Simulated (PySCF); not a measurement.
**HNO (nitroxyl): B3LYP/STO-6G**

Aim: the energy change on altering one bond length of HNO (nitroxyl) at B3LYP/STO-6G, from 2 runs. The job is set up through a Python script.

Program for the calculation: PySCF 2.14.0.

11 further runs of the same task are left out: 11 set aside as unsound or not needed.

**1. The molecule**

HNO: 3 atoms, total charge 0, spin state singlet. As SMILES, `N=O`. The coordinates come from a GFN2-xTB relaxation.

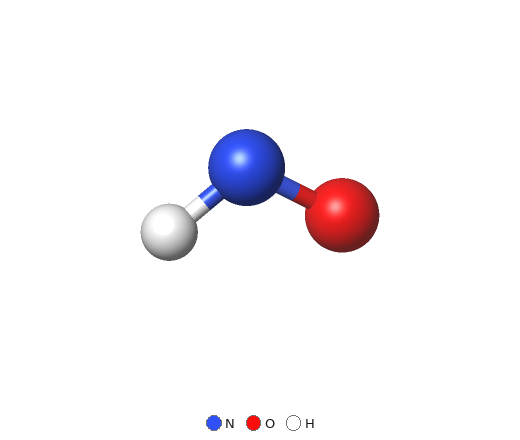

The structure, seen from a chosen angle (nitrogen blue, oxygen red, hydrogen white).

**2. The energy at B3LYP/STO-6G**

File run.py:

```python
# nitroxyl
from pyscf import gto, dft

molecule = gto.Mole()
molecule.atom = '''
N   -0.275940   0.297220  -0.114780
O    0.768580   0.418030   0.466150
H   -0.492640  -0.715240  -0.351380
'''
molecule.verbose = 3
molecule.charge = 0
molecule.max_memory = 1860
molecule.basis = 'sto-6g'
molecule.spin = 0
molecule.build()

myscf = dft.RKS(molecule, xc='b3lyp')
myscf.conv_tol = 1e-10
myscf.grids.level = 5
myscf.kernel()
if not myscf.converged:
    myscf = myscf.newton().run(myscf.mo_coeff, myscf.mo_occ)

etot = myscf.e_tot
print('Final energy', etot)
```

The run is started by

```
$ OMP_NUM_THREADS=1 python run.py
```

The log of the run:

```text
converged SCF energy = -129.934520207277
Final energy -129.93452020727693
```

It took 1.5 s on 1 thread of Arm Neoverse V2, shared host; peak memory 0.15 GiB.

**3. The distorted shape at the same level**

File job.py:

```python
from pyscf import gto, dft

mol = gto.M(
    atom=[
    ('N', (0.114115, 2.119625, 0.311095)),
    ('O', (1.158635, 2.240435, 0.892025)),
    ('H', (-0.492640, -0.715240, -0.351380)),
],
    basis='sto-6g',
    verbose=3,
    max_memory=1860,
)

mf = dft.RKS(mol)
mf.xc = 'b3lyp'
mf.grids.level = 5
mf.conv_tol = 1e-10
mf.kernel()
if not mf.converged:
    mf = mf.newton().run(mf.mo_coeff, mf.mo_occ)

e_final = mf.e_tot
print(f'total energy: {e_final:.8f} hartree')
```

The run is started by

```
$ OMP_NUM_THREADS=1 python job.py
```

The log of the run:

```text
SCF not converged.
SCF energy = -129.761538025243
converged SCF energy = -129.7682529095
total energy: -129.76825291 hartree
```

It took 7.2 s on 1 thread of Arm Neoverse V2, shared host; peak memory 0.19 GiB.

**4. What came out**

At B3LYP/STO-6G:

| quantity | value |
| --- | --- |
| first shape: total energy | -129.93452 Eh |
| first shape: dipole moment | 1.36 D |
| first shape: HOMO energy | -3.72 eV |
| first shape: LUMO energy | -0.01 eV |
| first shape: HOMO–LUMO gap | 3.72 eV |
| distorted shape: total energy | -129.76825 Eh |
| distorted shape: dipole moment | 1.57 D |
| distorted shape: HOMO energy | -2.85 eV |
| distorted shape: LUMO energy | -1.45 eV |
| distorted shape: HOMO–LUMO gap | 1.40 eV |
| energy change with the N1–H3 bond stretched from 1.062 to 2.974 Å | 4.524 eV |

What this shows: One bond (distorted shape) is far stretched, which a spin-restricted single reference describes badly; a broken-symmetry solution may lie lower. With the N1–H3 bond stretched from 1.062 to 2.974 Å the energy rises by 4.52 eV (437 kJ/mol). The first shape isn't relaxed at this level, so the change isn't measured from a minimum. A restricted reference can't describe the breaking bond well at this length. The minimal basis adds a large error of its own. Mulliken charges (first shape) run from -0.09 on N1 to +0.15 on H3.
